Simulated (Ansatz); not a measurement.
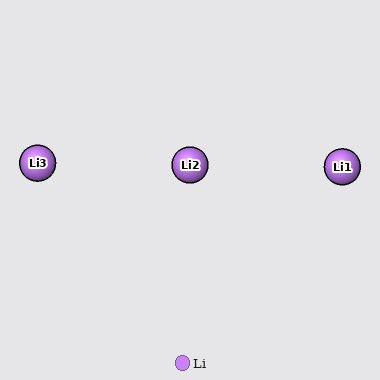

The system is Li⁺ + Li₂; the picture shows the reference structure. First axis: distance Li1–Li2. Second axis: distance Li2–Li3. Nothing is relaxed (the angle Li1–Li2–Li3 is fixed at 180 degrees). The scan uses a 17 × 17 grid; 153 points were computed and 136 follow by symmetry. Points are written as (first, second). Energies are in kcal/mol, from the lowest grid point. The restricted reference is unstable at some or all points, so the energies there are unreliable. Theory: Ansatz, RHF-MP2, frozen core/def2-TZVPD.

Its coordinates:

```xyz
3

Li   -2.9950    0.0000    0.0000
Li    0.0000    0.0000    0.0000
Li    2.9950    0.0000    0.0000
```

Range: distance Li1–Li2 from 2.048 to 4.048 Å; distance Li2–Li3 from 2.048 to 4.048 Å.

What will the energy surface look like?

Answer. The lowest grid point is at (2.995 Å, 2.995 Å). No other kind of well shows on this grid. The highest grid point, (2.048 Å, 2.048 Å), lies 34.9 kcal/mol above the lowest. Round the minimum the contours are nearly round: the two directions are equally stiff and uncoupled.

```csv
"distance Li2–Li3 ↓, distance Li1–Li2 →",2.102,2.275,2.489,2.731,2.995,3.277,3.575,3.887
3.887,18.5,12.1,7.2,4.3,3.3,3.7,5.0,6.9
3.575,16.8,10.4,5.5,2.6,1.5,1.9,3.2,5.0
3.277,15.5,9.2,4.3,1.4,0.3,0.6,1.9,3.7
2.995,15.2,8.9,4.0,1.1,0.0,0.3,1.5,3.3
2.731,16.2,9.9,5.0,2.2,1.1,1.4,2.6,4.3
2.489,19.0,12.7,7.9,5.0,4.0,4.3,5.5,7.2
2.275,23.8,17.6,12.7,9.9,8.9,9.2,10.4,12.1
2.102,30.0,23.8,19.0,16.2,15.2,15.5,16.8,18.5
```

The table holds every second grid line.

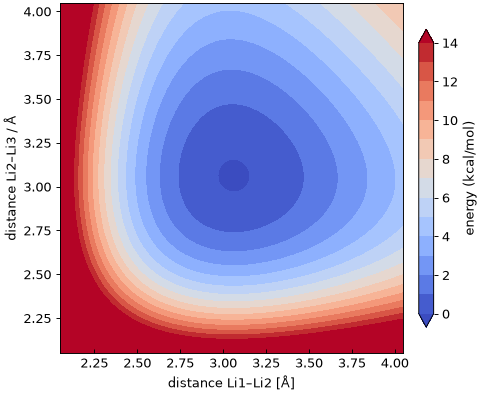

Drawn: filled contours, one colour for all values above the top of the scale. Between grid points the surface is interpolated.

Each point was launched as `ansatz run input.yaml --threads 1 --pin off --max-ram 2560MiB --backend cpu --events-out ev --progress --plain --runs-dir out`. The whole map (153 points run) took 51 s on 1 thread of AMD EPYC 7R13 Processor (Zen 3), with other jobs on the host.
